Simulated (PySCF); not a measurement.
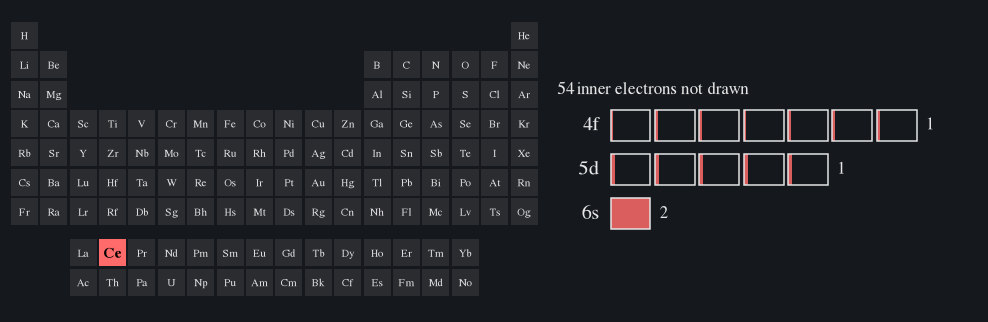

Left, the place of cerium in the periodic table; right, the outer shells of the nominal configuration: a box for each of the 2l + 1 orbitals, shaded by the share of the shell that is filled, with the electron count at the right.

# Run report: Ce, atomic calculation

Ce, configuration 1s2 2s2 2p6 3s2 3p6 3d10 4s2 4p6 4d10 4f1 5s2 5p6 5d1 6s2, multiplicity 3. Computed at this level: unrestricted HF, jorge-DZP-DKH, non-relativistic, point nucleus (PySCF).

### Input file
```python
from pyscf import gto, scf, dft, mp, cc
import basis_set_exchange as bse
mol = gto.M(atom="Ce 0 0 0", charge=0, spin=2, symmetry="D2h",
            basis=gto.basis.parse(bse.get_basis("jorge-DZP-DKH", elements=["Ce"], fmt="nwchem", header=False)))
mf = scf.UHF(mol)
mf.irrep_nelec = {'Ag': (11, 10), 'B1g': (2, 2), 'B2g': (2, 2), 'B3g': (2, 2), 'B1u': (4, 4), 'B2u': (5, 4), 'B3u': (4, 4)}
mf.kernel()
```

The script is an equivalent of what the driver set up; the driver started from orbitals of its own, so the log can be shorter than this script's would be, and it computed the properties (radii, ⟨L²⟩, response) afterwards. It held the occupations shell by shell, which the script's counts by irreducible representation don't always enforce.

Hardware: 1 thread of Arm Neoverse V1, 23 GiB of memory available, shared host.

Launched within a batch (the task file carries these settings):
```bash
OMP_NUM_THREADS=1 python <driver script> TASK.json OUT
```

### Output (extracts)
```
damping factor = 0
level_shift factor = 0
DIIS = <class 'pyscf.scf.diis.CDIIS'>
diis_start_cycle = 1
diis_space = 10
diis_damp = 0
SCF conv_tol = 1e-09
SCF conv_tol_grad = None
number electrons alpha = 30  beta = 28
cycle= 1 E= -8465.00874228978  delta_E= -0.00422  |g|= 0.0239  |ddm|= 0.0797
cycle= 2 E= -8465.00933880493  delta_E= -0.000597  |g|= 0.00985  |ddm|= 0.036
cycle= 3 E= -8465.00954315375  delta_E= -0.000204  |g|= 0.00266  |ddm|= 0.0397
cycle= 4 E= -8465.00960439931  delta_E= -6.12e-05  |g|= 0.00217  |ddm|= 0.024
cycle= 5 E= -8465.00968774484  delta_E= -8.33e-05  |g|= 0.00129  |ddm|= 0.0461
cycle= 6 E= -8465.0097292624  delta_E= -4.15e-05  |g|= 0.000373  |ddm|= 0.056
cycle= 7 E= -8465.00972993997  delta_E= -6.78e-07  |g|= 0.000128  |ddm|= 0.00605
cycle= 8 E= -8465.00972998611  delta_E= -4.61e-08  |g|= 1.91e-05  |ddm|= 0.00186
cycle= 9 E= -8465.00972998661  delta_E= -5e-10  |g|= 3.7e-06  |ddm|= 0.000171
converged SCF energy = -8465.00972998661  <S^2> = 2.0079203  2S+1 = 3.0052756
```

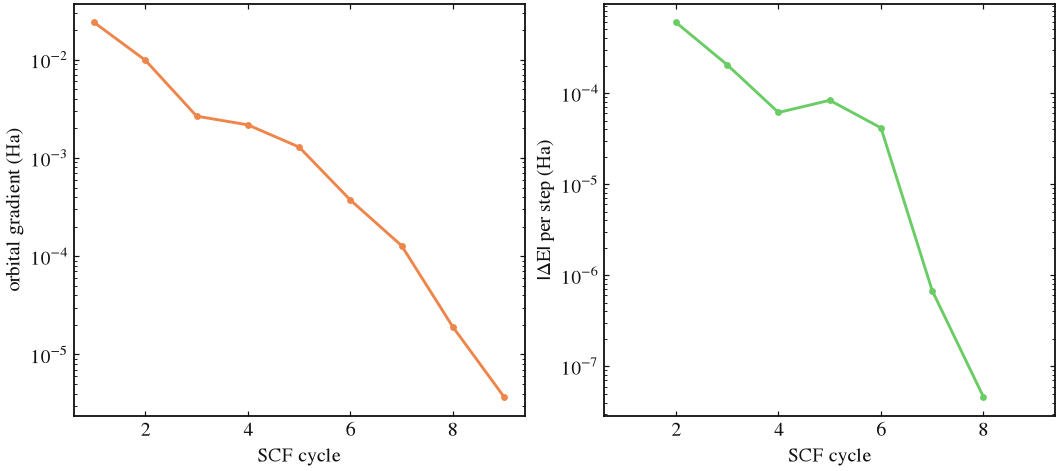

Convergence: orbital gradient and change of the energy from step to step (the smallest changes aren't drawn) against the SCF cycle. The residual falls at every step. It goes from 0.024 to 3.7×10⁻⁶ in 9 steps.

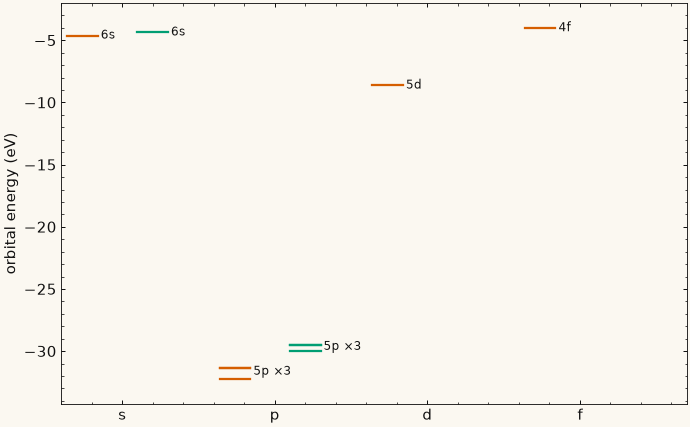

Orbital energies of the mean field, from the top down to −32.3 eV, by angular momentum, α spin at the left of each column and β at the right; ×n counts the orbitals under one label. The highest filled orbital is 4f α at −3.98 eV, the lowest empty one d α at 0.298 eV.

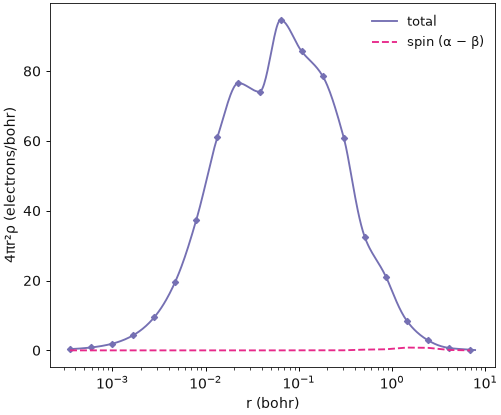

Spherically averaged radial density 4πr²ρ of the mean field and its spin part; markers are the stored points, which are sparse, and the line is a monotone interpolation between them. The largest stored value is 94.6 electrons/bohr at r = 0.064 bohr. Root-mean-square radii of the shells: 4d 0.795, 5s 1.71, 5p 1.88, 4f 1.91, 5d 2.66, 6s 5.10 bohr.

### Outcome

```tsv
quantity	value
outcome	converged
total energy	−8465.0097 hartree
kinetic energy	8624.8783 hartree
−E/T (1 by the virial theorem at the basis-set limit)	0.9815
⟨S²⟩	2.008
⟨L²⟩	18.18
SCF iterations	9
wall time	0.64 s
```

### What is odd here

The input is odd on purpose: basis contracted for another Hamiltonian. The program ran to the end. Its numbers are those of this setting; this run alone doesn't show how far the oddity moves them. Relativity is left out, which matters for an atom this heavy. ⟨L²⟩ departs from that of the intended term, so the determinant mixes terms.
